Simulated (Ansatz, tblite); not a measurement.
# The cluster Sn2Cl4: isomers from a random search, part 2 of 2

Aim: relax the candidate shapes of the cluster Sn2Cl4 that a cheap search turned up, and see how the levels of theory order them.

Ansatz 0.2.0, Gaussian basis; relaxed with PBE-D4/def2-SVP, singlet. Earlier steps stand in the parts before.

### 10 Candidate B, ωB97M-V/def2-TZVP

Contents of in.yaml:

```yaml
crystal:
  periodic: [false, false, false]
  atoms:
    - {symbol: Sn, position_ang: [1.465535, 0.460755, -0.285479]}
    - {symbol: Sn, position_ang: [-1.465529, -0.460763, 0.285481]}
    - {symbol: Cl, position_ang: [0.758314, -1.985106, 0.694473]}
    - {symbol: Cl, position_ang: [0.160120, 0.790496, 2.085068]}
    - {symbol: Cl, position_ang: [-0.758545, 1.985018, -0.694442]}
    - {symbol: Cl, position_ang: [-0.159885, -0.790410, -2.085111]}
basis:
  gaussian: {orbitals: def2-TZVP, initial_orbitals: start.molden}
hamiltonian: {xc: {name: wB97M-V}}
scf: {omitted_lower_state_checks: [starts]}
output: {orbitals: {seedname: orbitals}}
```

Run with:

```sh
$ ansatz run in.yaml --threads 4 --pin off --events-out ev --progress --plain --max-ram 4787MiB
```

Log:

```text
Functional definition: wB97M-V
  name "wB97M-V"
  cite "Mardirossian & Head-Gordon, J. Chem. Phys. 144, 214110 (2016) doi:10.1063/1.4952647"
  cite "Becke, J. Chem. Phys. 107, 8554 (1997) doi:10.1063/1.475007"
  cite "Vydrov & Van Voorhis, J. Chem. Phys. 133, 244103 (2010) doi:10.1063/1.3521275"
  # Of w^i u^j: cxij and so on, Table III.
  parameter omega = 0.3/bohr
  parameter cx = 0.15
  parameter cx01 = 1.007
  parameter cx10 = 0.259
  parameter css00 = 0.443
  parameter css04 = -1.437
  parameter css10 = -4.535
  parameter css20 = -3.390
  parameter css43 = 4.278
  parameter cos00 = 1.000
  parameter cos10 = 1.358
  parameter cos20 = 2.924
  parameter cos21 = -8.812
  parameter cos60 = -1.390
  parameter cos61 = 9.142
  parameter b = 6.0
  parameter c = 0.01
  gx(w, u) = 1 - cx + cx01*u + cx10*w
  gss(w, u) = css00 + css04*u^4 + css10*w + css20*w^2 + css43*w^4*u^3
  gos(w, u) = cos00 + cos10*w + (cos20 + cos21*u)*w^2 + (cos60 + cos61*u)*w^6
  exchange = spin_sum(e_x_unif_sr(omega)*gx(b97_w, b97_u_x)) + cx*exact_x_sr(omega) + exact_x_lr(omega)
  correlation = spin_sum(e_c_pw_mod_same_spin*gss(b97_w, b97_u_same))
      + integral(e_c_pw_mod_opposite_spin*gos(b97_w_opposite, b97_u_opposite)) + vv10(b, c)
these checks for a lower state are left out or cut short: starts
1916 factors; their error is unknown
326 factors; integrals over basis functions are off by at most 2.4e-5 eV
mean field evaluation 1: about -61756.2723 eV, gradient 1.6e1 eV
mean field evaluation 2: about -61756.4226 eV, gradient 2.6e-1 eV
mean field evaluation 4: about -61756.6024 eV, gradient 1.9e-1 eV
mean field evaluation 8: about -61756.6024 eV, gradient 9.8e-6 eV
mean field -61756.60240980 eV, -2269.5132784316 hartree, gradient 9.8e-6 eV, S^2 0.000000; 0 other end points of the search recorded, 0 dependent functions left out
reference -61756.60246379 eV, -2269.5132804157 hartree; 56, 56 occupied and 192, 192 virtual orbitals, 1916 factors
Total energy: -61756.60246379 eV, -2269.5132804157 hartree
Checks for a lower state left out: starts
```

It took 19 s on 4 threads of Arm Neoverse V2, shared host; peak memory 1.4 GiB.

From the report: HOMO -10.00 eV, LUMO -0.76 eV.

### 11 Candidate B, ωB97X-V/def2-TZVP

Edit in.yaml of step 10 so:

```diff
@@ -11,3 +11,3 @@
   gaussian: {orbitals: def2-TZVP, initial_orbitals: start.molden}
-hamiltonian: {xc: {name: wB97M-V}}
+hamiltonian: {xc: {name: wB97X-V}}
 scf: {omitted_lower_state_checks: [starts]}
```

Launched as before.

Log:

```text
Functional definition: wB97X-V
  name "wB97X-V"
  cite "Mardirossian & Head-Gordon, Phys. Chem. Chem. Phys. 16, 9904 (2014) doi:10.1039/C3CP54374A"
  cite "Becke, J. Chem. Phys. 107, 8554 (1997) doi:10.1063/1.475007"
  cite "Vydrov & Van Voorhis, J. Chem. Phys. 133, 244103 (2010) doi:10.1063/1.3521275"
  parameter omega = 0.3/bohr
  parameter cx = 0.167
  parameter cx1 = 0.603
  parameter cx2 = 1.194
  parameter css0 = 0.556
  parameter css1 = -0.257
  parameter cos0 = 1.219
  parameter cos1 = -1.850
  parameter b = 6.0
  parameter c = 0.01
  exchange = spin_sum(e_x_unif_sr(omega)*poly(b97_u_x, 1 - cx, cx1, cx2)) + cx*exact_x_sr(omega) + exact_x_lr(omega)
  correlation = spin_sum(e_c_pw_same_spin*poly(b97_u_same, css0, css1))
      + integral(e_c_pw_opposite_spin*poly(b97_u_opposite, cos0, cos1)) + vv10(b, c)
these checks for a lower state are left out or cut short: starts
1916 factors; their error is unknown
326 factors; integrals over basis functions are off by at most 2.4e-5 eV
mean field evaluation 1: about -61752.2627 eV, gradient 6.3e0 eV
mean field evaluation 2: about -61752.3856 eV, gradient 1.4e-1 eV
mean field evaluation 4: about -61752.5859 eV, gradient 3.0e-4 eV
mean field -61752.58585725 eV, -2269.3656728478 hartree, gradient 2.1e-5 eV, S^2 0.000000; 0 other end points of the search recorded, 0 dependent functions left out
reference -61752.58585505 eV, -2269.3656727672 hartree; 56, 56 occupied and 192, 192 virtual orbitals, 1916 factors
Total energy: -61752.58585505 eV, -2269.3656727672 hartree
Checks for a lower state left out: starts
```

It took 15 s on 4 threads of Arm Neoverse V2, shared host; peak memory 1.4 GiB.

Report: HOMO -10.12 eV, LUMO -0.65 eV.

### 12 Candidate B, CCSD(T)/def2-SVP

Edit in.yaml of step 11 so:

```diff
@@ -10,4 +10,4 @@
 basis:
-  gaussian: {orbitals: def2-TZVP, initial_orbitals: start.molden}
-hamiltonian: {xc: {name: wB97X-V}}
+  gaussian: {orbitals: def2-SVP, initial_orbitals: start.molden}
+correlation: {method: ccsd_t}
 scf: {omitted_lower_state_checks: [starts]}
```

The command is unchanged.

Log:

```text
Functional definition: HF
  name "HF"
  cite "Fock, Z. Phys. 61, 126 (1930) doi:10.1007/BF01340294"
  parent pbe
  exchange = exact_x
  correlation = 0
these checks for a lower state are left out or cut short: starts
1324 factors; integrals over basis functions are off by at most 1.9e-4 eV
mean field evaluation 1: about -61613.4623 eV, gradient 3.6e1 eV
mean field evaluation 2: about -61614.6375 eV, gradient 1.4e0 eV
mean field evaluation 4: about -61615.1472 eV, gradient 2.0e0 eV
mean field evaluation 8: about -61615.1599 eV, gradient 1.3e-3 eV
mean field -61615.15988951 eV, -2264.3153616842 hartree, gradient 2.0e-6 eV, S^2 0.000000; 0 other end points of the search recorded, 0 dependent functions left out
28 core orbitals not correlated: weight in the atoms' cores, before any rotation towards them, 1.000 or more for the frozen orbitals, at most 0.000 for the correlated occupied ones
reference -61615.15988951 eV, -2264.3153616842 hartree; 28, 28 occupied and 68, 68 virtual orbitals, 1324 factors
second order -19.43941862 eV of doubles, -0.00000000 eV of singles
cycle   1  -20.43605543 eV  change    -1.0e0 eV  update   1.2e-1
cycle   2  -20.90467779 eV  change   -4.7e-1 eV  update   3.5e-2
cycle   3  -21.01373725 eV  change   -1.1e-1 eV  update   2.0e-2
cycle   4  -21.00544395 eV  change    8.3e-3 eV  update   4.8e-3
cycle   5  -21.00347045 eV  change    2.0e-3 eV  update   1.5e-3
cycle   6  -21.00345078 eV  change    2.0e-5 eV  update   4.0e-4
cycle   7  -21.00344407 eV  change    6.7e-6 eV  update   9.9e-5
cycle   8  -21.00347984 eV  change   -3.6e-5 eV  update   3.4e-5
perturbative correction -0.64515428 eV, -0.0237089825 hartree
Total energy: -61636.80852363 eV, -2265.1109343142 hartree
Checks for a lower state left out: starts
```

It took 13 s on 4 threads of Arm Neoverse V2, shared host; peak memory 0.7 GiB.

Report: Hartree-Fock HOMO -10.19 eV, LUMO 0.51 eV; T1 0.012.

### 13 B against A

The energies of A at these levels come from its own runs, whose logs aren't repeated here.

Differences are taken before rounding.

```csv
method,B above A (kcal/mol),from CCSD(T)/def2-SVP (kcal/mol),time
GFN1-xTB,4.5,-24.6,0.012 s
GFN2-xTB,34.5,+5.4,0.02 s
HF/def2-SVP,36.1,+7.0,
PBE-D4/def2-TZVP,21.9,-7.2,6.3 s
r2SCAN-D4/def2-TZVP,24.0,-5.0,15 s
PBE0-D4/def2-TZVP,24.3,-4.8,16 s
ωB97X-V/def2-TZVP,26.5,-2.6,28 s
ωB97M-V/def2-TZVP,23.9,-5.1,34 s
MP2/def2-SVP,28.9,-0.2,
CCSD/def2-SVP,30.7,+1.6,
CCSD(T)/def2-SVP,29.1,0,27 s
```

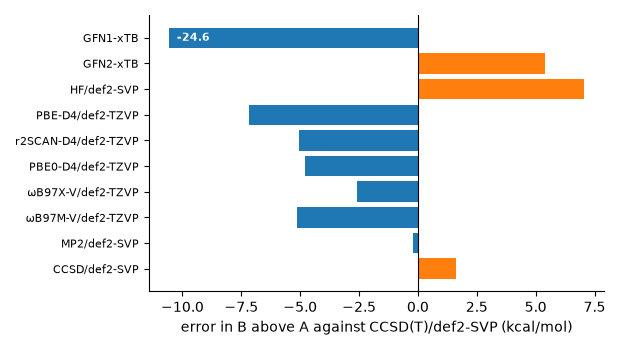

Error of each method against CCSD(T)/def2-SVP. Bars with a number in them are cut short.

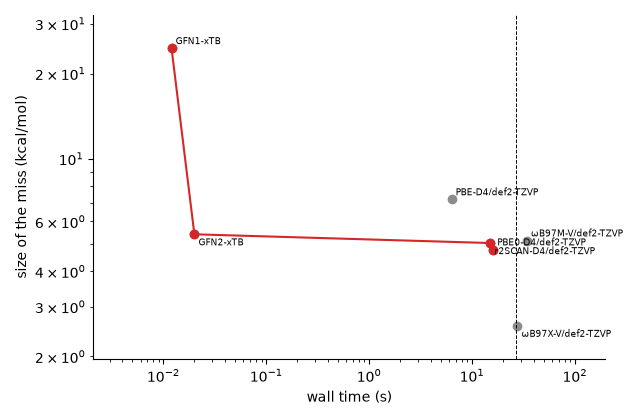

Accuracy for the time spent; red marks the levels that beat every quicker one drawn (of those quicker than the yardstick), and the dashed line is the time of CCSD(T)/def2-SVP. Times are from a shared host.

Times add the two runs; a level without a time comes out of a correlated run.

### 14 Outcome

The summary covers parts 1 to 2.

| quantity | value |
| --- | --- |
| B above A, CCSD(T)/def2-SVP | +29.1 kcal/mol |
| levels that put B lower | none |

What this shows: All levels free of doubt put A (Cs) below B (D4h), by 4.5 to 36.1 kcal/mol. The yardstick is in a double-zeta basis, so levels in larger sets aren't compared like for like. CCSD(T)/def2-SVP isn't at the basis-set limit; small misses against it rank nothing. A random search of this size may have missed the true lowest shape. Only singlets are compared; another spin may lie lower and prefer another shape.
